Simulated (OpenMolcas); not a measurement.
# How basis sets differ on H2Se (hydrogen selenide)

H2Se: 3 atoms, total charge 0, spin state singlet. As SMILES, `[SeH2]`. Geometry: relaxed at PBE0-D4/def2-TZVP.

```xyz
3

Se    0.5607   -0.2747    0.2802
H     0.0454    1.0919    0.1439
H    -0.6061   -0.8172   -0.4241
```

Each level gives the dipole moment (D). The values are calculated.

Measured value to compare with: NIST CCCBDB gives the dipole moment of the gas as 0.63 D.

```
           level  kind     program  value (D)  computed − measured  CPU time
    RGE2/pcseg-0   GGA  OpenMolcas       1.61                +0.98     2.5 s
    RGE2/pcseg-1   GGA  OpenMolcas       0.96                +0.33     3.1 s
RGE2/aug-pcseg-1   GGA  OpenMolcas       0.75                +0.12     4.3 s
    RGE2/pcseg-2   GGA  OpenMolcas       0.83                +0.20     7.2 s
RGE2/aug-pcseg-2   GGA  OpenMolcas       0.71                +0.08      18 s
    RGE2/pcseg-3   GGA  OpenMolcas       0.73                +0.10      43 s
```

Nearest: RGE2/aug-pcseg-2 (+0.08 D); farthest: RGE2/pcseg-0 (+0.98 D). The measured dipole is a vibrational average, so differences of a few hundredths of a debye mean little. All-electron rows without a relativistic Hamiltonian named are non-relativistic. Magnitudes only. Without the sets that lack polarisation functions the rows with a basis span only 0.71 to 0.96 D. Times are those of the runs behind each value, whatever else they computed, on shared processors of several kinds: orders of magnitude only.

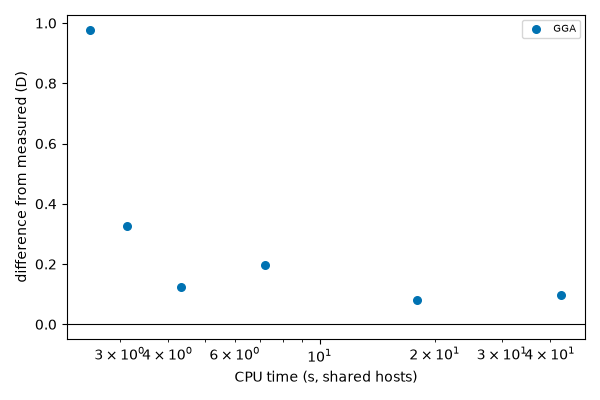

Difference from the measured value against processor time, one point a level.
